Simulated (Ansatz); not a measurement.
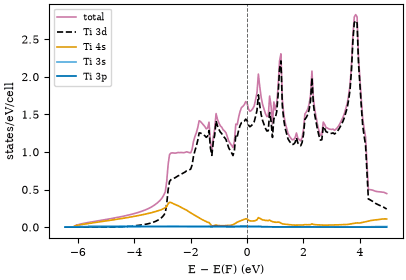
Total and projected density of states of Ti (fcc (Cu type), Fm-3m), the program Ansatz at the LDA level (PAW)

Problem. Which orbitals carry the states next to the Fermi level?

Solution. Within 0.5 eV of the Fermi level: Ti 3d 87 %, Ti 4s 6 %, outside the projected shells 6 %. Projections are on Löwdin-orthogonalised atomic valence shells; empty p or d shells of many metals are not among them.

The workflow started from an entry of the Crystallography Open Database (COD), which files this formula under 3 space groups. It is not the phase usual at ambient conditions (space group No. 194). Symmetry was held in the LDA relaxation; its stability against distortions is not shown here. The run is not spin-polarised.

Potentials: the later of the program's two PAW sets.
